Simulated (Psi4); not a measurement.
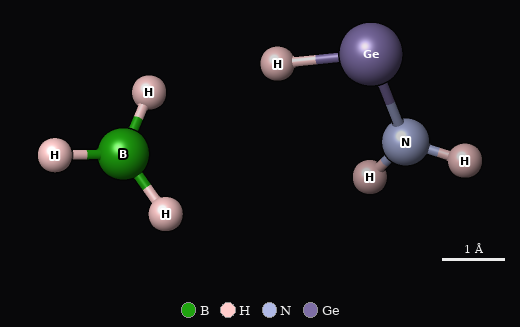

**Figure 1.** The structure (ball-and-stick view, seen at a tilt). Sticks mark near contacts. Bond lengths as drawn: B–H 1.19 Å, Ge–H 1.60 Å, Ge–N 1.82 Å and H–N 1.01 Å.

## Interaction calculation, with input and output: GeBNH$_{6}$ (part 1 of 2)

- system: GeBNH$_{6}$
- method: TPSS/6-31G*, RKS, dispersion D3(BJ) (Psi4 1.11)

## Input file (bgeh6n.in)
```
memory 1600 mb

molecule mol {
  0 1
  B      0.000030    -0.000030    -0.000050
  H      0.968320     0.396780     0.573850
  H     -0.290070    -1.156720     0.048050
  H     -0.678280     0.759980    -0.621850
  --
  0 1
  N     -4.083830    -1.551130    -2.037730
  Ge    -3.774410    -2.145290    -0.350280
  H     -5.017490    -1.416820    -2.391700
  H     -3.377470    -1.320880    -2.717720
  H     -2.185470    -2.095710    -0.544940
  symmetry c1
  no_reorient
  no_com
}

set {
  basis 6-31G*
  df_basis_scf def2-universal-jkfit
}

E, wfn = energy('tpss-d3bj2b', bsse_type='cp', return_wfn=True)
print_variables()
```

Machine: 1 thread of AMD EPYC (Zen 3), 24 GiB of memory available, shared host.

Launch command:
```bash
psi4 -i bgeh6n.in -o bgeh6n.out -n 1
```

## Output
```
Psi4 1.11 release

  //>>>>>>>>>>>>>>>>>>>>>>>>>>>>>>>>>>>//
  //   ManyBody Setup: N-Body Levels 2 //
  //<<<<<<<<<<<<<<<<<<<<<<<<<<<<<<<<<<<//

    Model chemistry "(auto)" (§A):          3
        Number of 1-body computations:      2 (nocp: 0, cp: 2, vmfc_compute: 0)
        Number of 2-body computations:      1 (nocp: 0, cp: 1, vmfc_compute: 0)

    -----------------------------------------------------------------------
                               Psi4 1.11 release

    h
    h
    h

    -----------------------------------------------------------------------

    Memory:     1.5 GiB
    Threads:    1
                ecpint, einsums, f̶o̶r̶t̶e̶, gauxc, gcp, g̶d̶m̶a̶, geometric, g̶p̶u̶_̶d̶f̶c̶c̶,
                i̶n̶t̶e̶g̶r̶a̶t̶o̶r̶x̶x̶, i̶p̶i̶, libefp, m̶d̶i̶, m̶p̶2̶d̶, m̶r̶c̶c̶, ooo,
                o̶p̶e̶n̶f̶e̶r̶m̶i̶o̶n̶p̶s̶i̶4̶, pcmsolver, p̶s̶i̶4̶f̶o̶c̶k̶c̶i̶, p̶s̶i̶x̶a̶s̶,
                p̶y̶e̶i̶n̶s̶u̶m̶s̶, r̶e̶s̶p̶, s̶i̶m̶i̶n̶t̶, s̶n̶s̶m̶p̶2̶,
                v̶2̶r̶d̶m̶_̶c̶a̶s̶s̶c̶f̶

   => Loading Basis Set <=

    Name: 6-31G*
    Role: ORBITAL
    Keyword: BASIS

   => TPSS-D3(BJ): Empirical Dispersion <=

        s6 =       1.000000
        s8 =       1.943500
        a1 =       0.453500
        a2 =       4.475200

         ---------------------------------------------------------
                                   SCF
                              RKS Reference
                        1 Threads,   1525 MiB Core
         ---------------------------------------------------------

  ==> Geometry <==

    Molecular point group: c1
    Full point group: C1

    Geometry (in Bohr), charge = 0, multiplicity = 1:

       Center              X                  Y                   Z               Mass
    ------------   -----------------  -----------------  -----------------  -----------------
      Gh(B)           0.000056691784    -0.000056691784    -0.000094486306    11.009305360000
      Gh(H)           1.829859601803     0.749805532059     1.084419337094     1.007825032230
      Gh(H)          -0.548152857212    -2.185884003840     0.090801340328     1.007825032230
      Gh(H)          -1.281763436375     1.436154060825    -1.175126191116     1.007825032230
         N           -7.717320242928    -2.931210884981    -3.850751617629    14.003074004430
         GE          -7.132601185189    -4.054010559683    -0.661933267225    73.921177761000
         H           -9.481681937223    -2.677401769071    -4.519657974258     1.007825032230
         H           -6.382493296950    -2.496101444595    -5.135746485679     1.007825032230
         H           -4.129939755404    -3.960317938383    -1.029787354807     1.007825032230

  Running in c1 symmetry.

  Rotational constants: A =      0.33816  B =      0.00965  C =      0.00940 [cm^-1]
  Rotational constants: A =  10137.70528  B =    289.17540  C =    281.80071 [MHz]
  Nuclear repulsion =   98.834846568385913

  Charge       = 0
  Multiplicity = 1
  Electrons    = 42
  Nalpha       = 21
  Nbeta        = 21

  ==> Algorithm <==

  SCF Algorithm Type is DF.
  DIIS enabled.
  MOM disabled.
  Fractional occupation disabled.
  Guess Type is SAD.
  Energy threshold   = 1.00e-06
  Density threshold  = 1.00e-06
  Integral threshold = 1.00e-12

  ==> Primary Basis <==

  Basis Set: 6-31G*
    Blend: 6-31G*
    Number of shells: 36
    Number of basis functions: 77
    Number of Cartesian functions: 77
    Spherical Harmonics?: false
    Max angular momentum: 2

  ==> DFT Potential <==

   => LibXC <=

    Version 7.1.2

   => Composite Functional: TPSS-D3BJ2B <=

    TPSS Meta-GGA XC Functional

    Deriv               =              1
    GGA                 =           TRUE
    Meta                =           TRUE

    Exchange Hybrid     =          FALSE
    MP2 Hybrid          =          FALSE

   => Exchange Functionals <=

    1.0000   XC_MGGA_X_TPSS

   => Correlation Functionals <=

    1.0000   XC_MGGA_C_TPSS

   => LibXC Density Thresholds  <==

    XC_MGGA_C_TPSS:  1.00E-15
    XC_MGGA_X_TPSS:  1.00E-15

   => Molecular Quadrature <=

    Radial Scheme          =       TREUTLER
    Pruning Scheme         =           NONE
    Nuclear Scheme         =       TREUTLER

    Blocking Scheme        =         OCTREE
    BS radius alpha        =              1
    Pruning alpha          =              1
    Radial Points          =             75
    Spherical Points       =            302
    Total Points           =         196077
    Total Blocks           =           1499
    Max Points             =            255
    Max Functions          =             74
    Weights Tolerance      =       1.00E-15

   => Loading Basis Set <=

    Name: DEF2-UNIVERSAL-JKFIT
    Role: JKFIT
    Keyword: DF_BASIS_SCF

  ==> Integral Setup <==

  DFHelper Memory: AOs need 0.034 GiB; user supplied 0.402 GiB.
  SCF_SUBTYPE=INCORE selected. In-core MEM_DF algorithm will be used.
  Using in-core AOs.

  ==> MemDFJK: Density-Fitted J/K Matrices <==

    J tasked:                   Yes
    K tasked:                    No
    wK tasked:                   No
    Memory [MiB]:               411
    Algorithm:                 Core
    Schwarz Cutoff:           1E-12
    Mask sparsity (%):       5.7683
    Fitting Condition:        1E-10

   => Auxiliary Basis Set <=

  Basis Set: DEF2-UNIVERSAL-JKFIT
    Blend: DEF2-UNIVERSAL-JKFIT
    Number of shells: 146
    Number of basis functions: 673
    Number of Cartesian functions: 673
    Spherical Harmonics?: false
    Max angular momentum: 5

  Cached 100.0% of DFT collocation blocks in 0.716 [GiB].

  Minimum eigenvalue in the overlap matrix is 6.1006226343E-04.
  Reciprocal condition number of the overlap matrix is 1.0011361905E-04.
    Using symmetric orthogonalization.

  ==> Pre-Iterations <==

  SCF Guess: Superposition of Atomic Densities via on-the-fly atomic UHF (no occupation information).

   -------------------------
    Irrep   Nso     Nmo
   -------------------------
     A         77      77
   -------------------------
    Total      77      77
   -------------------------

  ==> Iterations <==

                           Total Energy        Delta E     RMS |[F,P]|

   @DF-RKS iter SAD: -2129.87394384230629   -2.12987e+03   0.00000e+00
   @DF-RKS iter   1: -2131.57939717298177   -1.70545e+00   3.92540e-02 ADIIS/DIIS
   @DF-RKS iter   2: -2123.11424782850190    8.46515e+00   1.02620e-01 ADIIS
   @DF-RKS iter   3: -2132.75994442400633   -9.64570e+00   2.27320e-02 ADIIS/DIIS
   @DF-RKS iter   4: -2133.21021540170022   -4.50271e-01   3.54592e-03 ADIIS/DIIS
   @DF-RKS iter   5: -2133.22381514658355   -1.35997e-02   2.83940e-03 ADIIS/DIIS
   @DF-RKS iter   6: -2133.24778481437988   -2.39697e-02   1.87949e-04 ADIIS/DIIS
   @DF-RKS iter   7: -2133.24791854506338   -1.33731e-04   5.56170e-05 DIIS
   @DF-RKS iter   8: -2133.24793279108280   -1.42460e-05   1.38260e-05 DIIS
   @DF-RKS iter   9: -2133.24793362240507   -8.31322e-07   1.77599e-06 DIIS
   @DF-RKS iter  10: -2133.24793363381104   -1.14060e-08   2.47121e-07 DIIS
  Energy and wave function converged.

  ==> Post-Iterations <==

   Electrons on quadrature grid:
      Ntotal   =   42.0000097866 ; deviation = 9.787e-06

    Orbital Energies [Eh]
    ---------------------

    Doubly Occupied:

       1A   -397.703971     2A    -49.300569     3A    -43.843350
       4A    -43.841085     5A    -43.839792     6A    -14.129131
       7A     -6.027141     8A     -4.218998     9A     -4.212924
      10A     -4.208055    11A     -1.074761    12A     -1.071882
      13A     -1.067921    14A     -1.066839    15A     -1.063394
      16A     -0.794115    17A     -0.476108    18A     -0.459043
      19A     -0.314075    20A     -0.246469    21A     -0.204531

    Virtual:

      22A     -0.082340    23A      0.002846    24A      0.069903
      25A      0.091650    26A      0.110842    27A      0.131196
      28A      0.153059    29A      0.187681    30A      0.217880
      31A      0.251867    32A      0.282649    33A      0.291630
      34A      0.317216    35A      0.409540    36A      0.425378
      37A      0.446566    38A      0.455819    39A      0.484818
      40A      0.491944    41A      0.612141    42A      0.658469
      43A      0.722880    44A      0.788745    45A      0.871929
      46A      0.879881    47A      0.966793    48A      1.008761
      49A      1.074422    50A      1.134691    51A      1.194766
      52A      1.635264    53A      1.638128    54A      1.687855
      55A      1.783426    56A      1.900182    57A      2.032186
      58A      2.073055    59A      2.074619    60A      2.119177
      61A      2.158563    62A      2.176211    63A      2.187544
      64A      2.358393    65A      2.600573    66A      3.115603
      67A      3.124796    68A      3.246843    69A      3.297074
      70A      3.311708    71A      3.324355    72A      3.330832
      73A      3.406525    74A      3.654158    75A      3.918255
      76A     16.608185    77A     86.519461

    Final Occupation by Irrep:
              A
    DOCC [    21 ]
    NA   [    21 ]
    NB   [    21 ]

  @DF-RKS Final Energy: -2133.24793363381104

   => Energetics <=

    Nuclear Repulsion Energy =             98.8348465683859132
    One-Electron Energy =               -3166.8697273827342542
    Two-Electron Energy =                1021.7467183162624451
    DFT Exchange-Correlation Energy =     -86.9566077483612361
    Empirical Dispersion Energy =          -0.0031633873637809
    VV10 Nonlocal Energy =                  0.0000000000000000
    Total Energy =                      -2133.2479336338110443

Computation Completed

Properties will be evaluated at   0.000000,   0.000000,   0.000000 [a0]

Properties computed using the SCF density matrix

 Multipole Moments:

 ------------------------------------------------------------------------------------
     Multipole            Electronic (a.u.)      Nuclear  (a.u.)        Total (a.u.)
 ------------------------------------------------------------------------------------

 L = 1.  Multiply by 2.5417464519 to convert [e a0] to [Debye]
 Dipole X            :        302.1150430         -302.2585946           -0.1435517
 Dipole Y            :        159.6424977         -159.3806353            0.2618624
 Dipole Z            :         58.0360852          -58.8223177           -0.7862325
 Magnitude           :                                                    0.8410354

 ------------------------------------------------------------------------------------

	total time  =         13 seconds =       0.22 minutes

    Psi4 run time: 0:00:12.64

    -----------------------------------------------------------------------
                               Psi4 1.11 release

    h
    h
    h

    -----------------------------------------------------------------------
```
